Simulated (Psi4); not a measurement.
**wB97M-V/aug-pcseg-2 (density fitting with def2-universal-jkfit, sweep point 3) run of GaH2F (SMILES [H][Ga]([H])[F])**

What is the energy change on altering one bond length of GaH2F at wB97M-V/aug-pcseg-2 (density fitting with def2-universal-jkfit, sweep point 3)? 

The calculation is run with Psi4 1.11.

### 1 The system as given

GaH2F: 4 atoms, total charge 0, spin state singlet. As SMILES, `[H][Ga]([H])[F]`. The shape comes from GFN2-xTB, which is rough for such elements, and wasn't checked as a minimum.

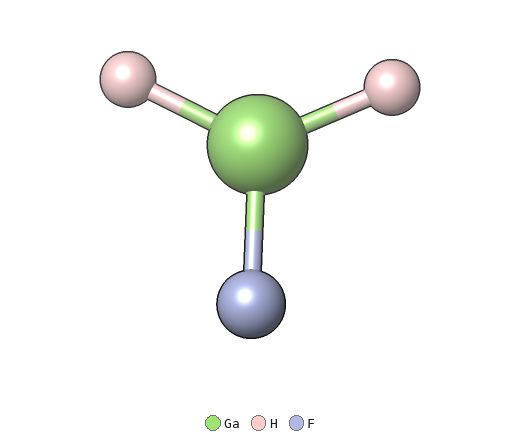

The structure, seen from a chosen angle (gallium green, hydrogen pink, fluorine light blue).

### 2 A single-point energy at wB97M-V/aug-pcseg-2 (density fitting with def2-universal-jkfit, sweep point 3)

Contents of job.dat:

```
memory 1.6 GB

molecule molecule1 {
  0 1
  Ga     0.051230     0.085260     0.000790
  H      1.586900    -0.059960     0.013870
  H     -0.797470     1.373580    -0.018980
  F     -0.840670    -1.398880     0.004310
  units angstrom
  symmetry c1
}

set puream true
set scf_type df
set dft_radial_points 99
set dft_spherical_points 590
set df_basis_scf def2-universal-jkfit

E = energy("wb97m-v/aug-pcseg-2")
```

Started as:

```
$ psi4 job.dat job.out -n 1
```

job.out, shortened:

```text
[...]
  Running in c1 symmetry.
[...]
  Nuclear repulsion =  110.158828852668748
[...]
  Multiplicity = 1
[...]
  Nalpha       = 21
  Nbeta        = 21
[...]
    Number of basis functions: 151
[...]
   @DF-RKS iter   1: -2024.56324955597211   -2.51645e+00   1.43469e-02 DIIS/ADIIS
[...]
   @DF-RKS iter   9: -2025.86101626600498   -1.88817e-07   3.88807e-07 DIIS
[...]
    Orbital Energies [Eh]
    ---------------------
    Doubly Occupied:
       1A   -373.036756     2A    -46.130414     3A    -40.769057
       4A    -40.764013     5A    -40.763958     6A    -24.850751
       7A     -5.682058     8A     -3.939126     9A     -3.927786
      10A     -3.926275    11A     -1.265051    12A     -0.967277
      13A     -0.964621    14A     -0.962086    15A     -0.958457
      16A     -0.953720    17A     -0.594665    18A     -0.507277
      19A     -0.499996    20A     -0.486041    21A     -0.410836
[...]
  @DF-RKS Final Energy: -2025.86101626600498
   => Energetics <=
    Nuclear Repulsion Energy =            110.1588288526687478
    One-Electron Energy =               -3045.3666441069663051
    Two-Electron Energy =                 977.0955029877242168
    DFT Exchange-Correlation Energy =     -67.9253827752078365
    Empirical Dispersion Energy =           0.0000000000000000
    VV10 Nonlocal Energy =                  0.1766787757764512
    Total Energy =                      -2025.8610162660049809
[...]
 Multipole Moments:
 ------------------------------------------------------------------------------------
     Multipole            Electronic (a.u.)      Nuclear  (a.u.)        Total (a.u.)
 ------------------------------------------------------------------------------------
 L = 1.  Multiply by 2.5417464519 to convert [e a0] to [Debye]
 Dipole X            :         -0.0471680            0.4712635            0.4240955
 Dipole Y            :         -0.0784399            0.7841600            0.7057201
 Dipole Z            :          0.0059619           -0.0058401            0.0001218
 Magnitude           :                                                    0.8233455
[...]
```

It took 93 s on 1 thread of Intel Xeon Platinum 8259CL at 2.50GHz (Skylake/Cascade Lake), shared host; peak memory 1.2 GiB.

### 3 The distorted shape at the same level

Contents of calc.in:

```
memory 1600 MB

molecule system {
  0 1
  Ga    -0.716640     0.157873    -0.005750
  H      1.586900    -0.059960     0.013870
  H     -1.565340     1.446193    -0.025520
  F     -1.608540    -1.326267    -0.002230
  units angstrom
  symmetry c1
}

set puream true
set scf_type df
set dft_radial_points 99
set dft_spherical_points 590
set df_basis_scf def2-universal-jkfit

E, wfn = energy('wb97m-v/aug-pcseg-2', return_wfn=True)
```

Started as:

```
$ psi4 -i calc.in -o calc.out -n 1
```

calc.out, shortened:

```text
[...]
  Running in c1 symmetry.
[...]
  Nuclear repulsion =  106.242857000380766
[...]
  Multiplicity = 1
[...]
  Nalpha       = 21
  Nbeta        = 21
[...]
    Number of basis functions: 151
[...]
   @DF-RKS iter   1: -2024.34022796210547   -2.53457e+00   1.43890e-02 DIIS/ADIIS
[...]
   @DF-RKS iter   9: -2025.79280571318964   -2.67722e-07   4.85466e-07 DIIS
[...]
    Orbital Energies [Eh]
    ---------------------
    Doubly Occupied:
       1A   -373.066352     2A    -46.157111     3A    -40.795450
       4A    -40.791781     5A    -40.790574     6A    -24.869429
       7A     -5.709074     8A     -3.965198     9A     -3.955053
      10A     -3.953892    11A     -1.282224    12A     -0.992186
      13A     -0.990129    14A     -0.988604    15A     -0.983821
      16A     -0.978839    17A     -0.598685    18A     -0.520769
      19A     -0.516091    20A     -0.486631    21A     -0.361249
[...]
  @DF-RKS Final Energy: -2025.79280571318964
   => Energetics <=
    Nuclear Repulsion Energy =            106.2428570003807664
    One-Electron Energy =               -3036.6572532967134066
    Two-Electron Energy =                 972.2903656790927016
    DFT Exchange-Correlation Energy =     -67.8457672258550417
    Empirical Dispersion Energy =           0.0000000000000000
    VV10 Nonlocal Energy =                  0.1769921299054200
    Total Energy =                      -2025.7928057131896367
[...]
 Multipole Moments:
 ------------------------------------------------------------------------------------
     Multipole            Electronic (a.u.)      Nuclear  (a.u.)        Total (a.u.)
 ------------------------------------------------------------------------------------
 L = 1.  Multiply by 2.5417464519 to convert [e a0] to [Debye]
 Dipole X            :         -1.4109274            1.2394074           -0.1715200
 Dipole Y            :          0.0728486            0.7115211            0.7843697
 Dipole Z            :         -0.0063595            0.0007022           -0.0056573
 Magnitude           :                                                    0.8029239
[...]
```

Wall time 1.8 min (1 thread of Intel Xeon Platinum 8259CL at 2.50GHz (Skylake/Cascade Lake), shared host); peak memory 1.2 GiB.

### 4 Summary of results

Level: wB97M-V/aug-pcseg-2 (density fitting with def2-universal-jkfit, sweep point 3).

| quantity | value |
| --- | --- |
| first shape: total energy | -2025.86102 Eh |
| first shape: dipole moment | 2.09 D |
| first shape: HOMO energy | -11.18 eV |
| first shape: LUMO energy | -0.22 eV |
| first shape: HOMO–LUMO gap | 10.96 eV |
| distorted shape: total energy | -2025.79281 Eh |
| distorted shape: dipole moment | 2.04 D |
| distorted shape: HOMO energy | -9.83 eV |
| distorted shape: LUMO energy | -0.39 eV |
| distorted shape: HOMO–LUMO gap | 9.44 eV |
| energy change with the Ga1–H2 bond stretched from 1.543 to 2.314 Å | 1.856 eV |

What this shows: With the Ga1–H2 bond stretched from 1.543 to 2.314 Å the energy rises by 1.86 eV (179 kJ/mol). The first shape isn't relaxed at this level, so the change isn't measured from a minimum.
